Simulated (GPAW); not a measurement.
## Near-edge structure at the Ti K edge of Ti2O (P-3m1)

Aim: the dependence of the Ti K near-edge features of Ti2O (P-3m1) on volume.

Calculated with GPAW 26.7.0; X-ray absorption from dipole matrix elements to empty bands, plane-wave PAW LDA.

### 1. Starting point

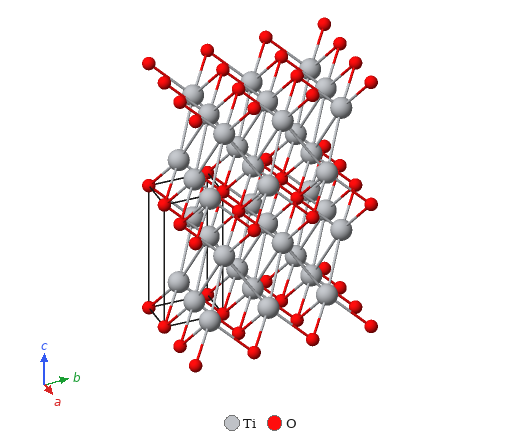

Start, viewed slightly off an axis; titanium light grey, oxygen red. 3×3×2 cells are drawn. Bonds to atoms that aren't drawn are left out. Some periodic images of atoms are drawn too.

Structure file:

```
Ti O
1.0
     2.91940    0.00000    0.00000
    -1.45970    2.52827    0.00000
     0.00000    0.00000    4.71300
Ti O
2 1
Cartesian
  0.0000 1.6855 3.3993
  1.4597 0.8428 1.3137
  0.0000 0.0000 0.0000
```

### 2. The field without a hole

A plain self-consistent run shows whether there is a gap, which decides the set-up of the core-hole run.

Input file scf.py:

```python
import numpy as np
from ase import Atoms
from ase.parallel import parprint, paropen
from gpaw import GPAW, PW, FermiDirac, Mixer, MixerDif, setup_paths
from gpaw.test import gen
setup_paths.insert(0, '.')
gen('Ti', name='nch1s', xcname='LDA', corehole=(1, 0, 0), write_xml=True)
from gpaw.mpi import world
world.barrier()

atoms = Atoms('Ti2O',
    cell=[[2.9194, 0, 0],
     [-1.4597, 2.52827456, 0],
     [0, 0, 4.713]],
    scaled_positions=[[0.33333333, 0.66666667, 0.72126],
     [0.66666667, 0.33333333, 0.27874],
     [0, 0, 0]],
    pbc=True)
atoms.calc = calc = GPAW(legacy_gpaw=True, mode=PW(500), xc='LDA', setups={0: 'nch1s'},
    kpts={'size': (10, 10, 5), 'gamma': True}, occupations=FermiDirac(0.05),
    charge=0, mixer=Mixer(0.1, 5, 50), maxiter=150,
    convergence={'density': 0.0001}, txt='scf.txt')
energy = atoms.get_potential_energy() + calc.get_reference_energy()
ef = calc.get_fermi_level()
out = dict(energy=energy, fermi=ef, forces=atoms.get_forces().tolist())
parprint(f'all-electron energy {energy:.4f} eV, Fermi level {ef:.4f} eV')
ev = np.array([[calc.get_eigenvalues(k, s) for k in range(len(calc.get_ibz_k_points()))] for s in range(calc.get_number_of_spins())])
out['homo'], out['lumo'], out['counts'] = ev[ev < ef].max(), ev[ev > ef].min(), sorted(set((ev < ef).sum((0, 2)).tolist()))
out['filled'] = (ev[:, 0] < ef).sum(1).tolist()
import json
with paropen('out.json', 'w') as f:
    json.dump(out, f)
```

Run with:

```bash
OMP_NUM_THREADS=1 mpirun -n 2 gpaw python scf.py
```

Numbers of over 12 decimals in the logs are rounded to 6 here.

Output:

```text
Input parameters:
  convergence: {density: 0.0001}
  kpts: {gamma: True,
         size: (10, 10, 5)}
  maxiter: 150
  mixer: {backend: pulay,
          beta: 0.1,
          method: separate,
          nmaxold: 5,
          weight: 50}
  mode: {ecut: 500.0,
         name: pw}
  occupations: {fixmagmom: False,
                name: fermi-dirac,
                width: 0.05}
  setups: {0: nch1s}

Initialize ...

[... PAW data sets ...]

Reference energy: -48375.806181  # eV

Spin-paired calculation

[... convergence settings ...]
Symmetries present (total): 2
  [... symmetry matrices ...]

500 k-points: 10 x 10 x 5 Monkhorst-Pack grid + [1/20,1/20,0.000000]
141 k-points in the irreducible part of the Brillouin zone
       k-points in crystal coordinates                weights
   0:     0.00000000    0.00000000    0.00000000          1/500
   1:     0.00000000    0.00000000    0.20000000          2/500
   2:     0.00000000    0.00000000    0.40000000          2/500
   3:     0.00000000    0.10000000   -0.40000000          2/500
   4:     0.00000000    0.10000000   -0.20000000          2/500
   5:     0.00000000    0.10000000    0.00000000          2/500
   6:     0.00000000    0.10000000    0.20000000          2/500
   7:     0.00000000    0.10000000    0.40000000          2/500
   8:     0.00000000    0.20000000   -0.40000000          2/500
   9:     0.00000000    0.20000000   -0.20000000          2/500
          ...
 140:     0.50000000    0.50000000    0.40000000          4/500

Wave functions: Plane wave expansion
  Cutoff energy: 500.000 eV
  Number of coefficients (min, max): 871, 898
  Pulay-stress correction: 0.000000 eV/Ang^3 (de/decut=0.000000)
  Using FFTW library
  Wavefunction extrapolation:
    Improved wavefunction reuse through dual PAW basis

Occupation numbers: Fermi-Dirac:
  width: 0.0500  # eV

Eigensolver
   Davidson(niter=2)

Densities:
  Coarse grid: 16*16*25 grid
  Fine grid: 32*32*50 grid
  Total Charge: 0.000000

Density mixing:
  Method: separate
  Backend: pulay
  Linear mixing parameter: 0.1
  old densities: 5
  Width of damping distribution: 1.1
  Damping of long wavelength oscillations: 50

[... Hamiltonian set-up ...]
Number of atoms: 3
Number of atomic orbitals: 30
Number of bands in calculation: 22
Number of valence electrons: 30
Bands to converge: occupied

... initialized

Initializing position-dependent things.

Density initialized from atomic densities
Creating initial wave functions:
  22 bands from LCAO basis set

        Ti

           Ti

       O

Atomic positions and initial magnetic moments

Positions:
   0 Ti    -0.000000    1.685516    3.399298    ( 0.0000,  0.0000,  0.0000)
   1 Ti     1.459700    0.842758    1.313702    ( 0.0000,  0.0000,  0.0000)
   2 O      0.000000    0.000000    0.000000    ( 0.0000,  0.0000,  0.0000)

Unit cell:
           periodic     x           y           z      points  spacing
  1. axis:    yes    2.919400    0.000000    0.000000    16     0.1580
  2. axis:    yes   -1.459700    2.528275    0.000000    16     0.1580
  3. axis:    yes    0.000000    0.000000    4.713000    25     0.1885

  Lengths:   2.919400   2.919400   4.713000
  Angles:   90.000000  90.000000 120.000000

Effective grid spacing dv^(1/3) = 0.1758

iter:   1   -27.473884
iter:   2   -26.898583   -1.18  -1.17
iter:   3   -26.243441   -0.63  -1.26
iter:   4   -26.238775   -1.62  -1.58
iter:   5   -26.219050   -1.61  -1.63
iter:   6   -26.244758   -1.69  -1.99
iter:   7   -26.219975   -2.43  -2.18
iter:   8   -26.218161   -2.87  -2.59
iter:   9   -26.217879c  -3.86  -2.98
iter:  10   -26.217827c  -3.83  -3.14
iter:  11   -26.217805c  -5.14  -3.59
iter:  12   -26.217796c  -5.34  -3.61
iter:  13   -26.217820c  -5.06  -3.71
iter:  14   -26.217807c  -5.56  -3.70
iter:  15   -26.217811c  -6.54  -4.07c
iter:  16   -26.217808c  -6.02  -4.19c
iter:  17   -26.217807c  -6.12  -4.41c
iter:  18   -26.217807c  -7.52c -5.04c

Converged after 18 iterations.

Dipole moment: (-0.000000, 0.000000, 0.000000) |e|*Ang

Energy contributions relative to reference atoms: (reference = -48375.806181)

Kinetic:        +26.260711
Potential:      -25.174957
External:        +0.000000
XC:             -27.210459
Entropy (-ST):   -0.007168
Local:           -0.089518
SIC:             +0.000000
--------------------------
Free energy:    -26.221391
Extrapolated:   -26.217807

Showing only first 2 kpts
 Kpt  Band  Eigenvalues  Occupancy
  0    13     10.16903    1.99931
  0    14     10.92612    0.00153
  0    15     11.00738    0.00030
  0    16     11.00738    0.00030

  1    13      9.77879    2.00000
  1    14     10.91970    0.00174
  1    15     10.91972    0.00174
  1    16     11.37490    0.00000

Fermi level: 10.56732

No gap
No difference between direct/indirect transitions

Forces in eV/Ang:
  0 Ti    0.00000   -0.00001    1.42609
  1 Ti    0.00000    0.00001   -1.42609
  2 O     0.00000    0.00000   -0.00000
Scalar-relativistic atomic LDA calculation for Ti (Titanium, Z=22)
Core hole in 1s state (1s occupation: 2.0)
600 radial gridpoints.
|------------------------------------------------|
|------------------------------------------------|
[... the atom generator's iteration count ...]

Energy contributions:
-------------------------
Kinetic:     +858.169401
XC:           -40.035523
Potential:  -1669.760805
-------------------------
Total:       -851.626927

state      eigenvalue         ekin         rmax
-----------------------------------------------
1s^2.0 :  -178.412898   235.142209        0.046
2s^2.0 :   -19.674824    40.676506        0.270
2p^6.0 :   -16.315972    39.591103        0.219
3s^2.0 :    -2.287902     8.427789        0.869
3p^6.0 :    -1.425558     7.161594        0.900
3d^2.0 :    -0.164024     3.704740        0.977
4s^2.0 :    -0.168799     0.875365        2.882
4p^0.0 :    -0.056429     0.465286        3.811
-----------------------------------------------
(units: Bohr and Hartree)

Generating PAW setup
Kinetic energy of the core from tauc = 793.509929
Cutoffs:
rc(s)=2.400
rc(p)=2.000
rc(d)=2.000
rc(vbar)=1.800
rc(comp)=2.300
rc(nct)=2.400

Kinetic energy of the core states: 789.184048
Charge: 0.0
Core electrons: 10.0
Valence electrons: 12.0
Pseudo-core charge: 0.000001
Shape function alpha=1.890
Pseudo-electron charge 6.382666
state    eigenvalue         norm
--------------------------------
3s(2) :    -2.287902     0.302066
4s(2) :    -0.168799     0.990650
3p(6) :    -1.425558     0.436626
4p(0) :    -0.056429     0.981035
3d(2) :    -0.164024     0.588737
*d    :     0.835976
--------------------------------

Diagonalizing with gridspacing h=0.050

state   all-electron     PAW
-------------------------------
3s:      -2.287902    -2.288205
3p:      -1.425558    -1.426242
3d:      -0.164024    -0.164519
*f:                    0.065395
-------------------------------
all-electron energy -48402.0240 eV, Fermi level 10.5673 eV
```

Wall time 33 s (2 MPI ranks of Arm Neoverse V1, shared host); peak memory 0.22 GiB; 65 s of CPU time.

The mesh shows no gap, so the system is treated as a metal and the core electron is put at the Fermi level (neutral cell).

### 3. Supercell without a hole, the energy reference

The photon energy needs a difference of total energies, so the cell and mesh of the coming hole run are first run without a hole.

Edit scf.py of step 2 so:

```diff
@@ -10,12 +10,21 @@
 
-atoms = Atoms('Ti2O',
-    cell=[[2.9194, 0, 0],
-     [-1.4597, 2.52827456, 0],
-     [0, 0, 4.713]],
-    scaled_positions=[[0.33333333, 0.66666667, 0.72126],
-     [0.66666667, 0.33333333, 0.27874],
-     [0, 0, 0]],
+atoms = Atoms('Ti8O4',
+    cell=[[-2.9194, 0, -4.713],
+     [2.9194, 0, -4.713],
+     [2.9194, -5.05654913, 0]],
+    scaled_positions=[[0.47270333, 0.80603667, 0.66666667],
+     [0.47270333, 0.80603667, 0.16666667],
+     [0.97270333, 0.30603667, 0.66666667],
+     [0.97270333, 0.30603667, 0.16666667],
+     [0.52729667, 0.19396333, 0.83333333],
+     [0.52729667, 0.19396333, 0.33333333],
+     [0.02729667, 0.69396333, 0.83333333],
+     [0.02729667, 0.69396333, 0.33333333],
+     [0, 0, 0],
+     [0, 0, 0.5],
+     [0.5, 0.5, 0],
+     [0.5, 0.5, 0.5]],
     pbc=True)
 atoms.calc = calc = GPAW(legacy_gpaw=True, mode=PW(500), xc='LDA', setups={0: 'nch1s'},
-    kpts={'size': (10, 10, 5), 'gamma': True}, occupations=FermiDirac(0.05),
+    kpts={'size': (4, 4, 4), 'gamma': True}, occupations=FermiDirac(0.1),
     charge=0, mixer=Mixer(0.1, 5, 50), maxiter=150,
```

Output:

```text
Input parameters:
  convergence: {density: 0.0001}
  kpts: {gamma: True,
         size: (4, 4, 4)}
  maxiter: 150
  mixer: {backend: pulay,
          beta: 0.1,
          method: separate,
          nmaxold: 5,
          weight: 50}
  mode: {ecut: 500.0,
         name: pw}
  occupations: {fixmagmom: False,
                name: fermi-dirac,
                width: 0.1}
  setups: {0: nch1s}

Initialize ...

[...]
<dir> UserWarning: Initial realspace grid (30,30,32) inconsistent with symmetries.
  warnings.warn(
<dir> UserWarning: Using symmetrized grid: (32,32,32).

  warnings.warn('Using symmetrized grid: ({},{},{}).\n'.format(*N_c))
<dir> UserWarning: Initial realspace grid (30,30,32) inconsistent with symmetries.
  warnings.warn(
<dir> UserWarning: Using symmetrized grid: (32,32,32).

  warnings.warn('Using symmetrized grid: ({},{},{}).\n'.format(*N_c))
all-electron energy -193608.0812 eV, Fermi level 10.5883 eV
[key lines of the parts left out:]
Converged after 23 iterations.
Dipole moment: (0.000000, 0.000000, -0.000000) |e|*Ang
Free energy:   -104.918696
Fermi level: 10.58831
```

Elapsed: 2.3 min, on 2 MPI ranks; peak memory 0.39 GiB.

Reference energy: -193608.081 eV with the cores included.

(Continued in part 2 of 3.)

[Banner, clock and machine lines of the logs are left out without a mark of their own.]

[Logs are printed without paths, hosts, clocks, repeated set-up lines and the standing remarks that a program may print on its own settings, such as how far it seeks lower states.]

[Hosts, paths, dates, database ids (printed as entryN), source tags and the programs' standing remarks are cut or masked in the printed files.]

[Lists of maxima count a maximum above −3 eV only where it reaches 4 % of the highest in the window and stands out from its surroundings by 2 % of it (1.5 % where it reaches 55 %); shoulders and weaker maxima are passed over, and of the rest the first, up to two pre-edge ones and the few strongest are named.]
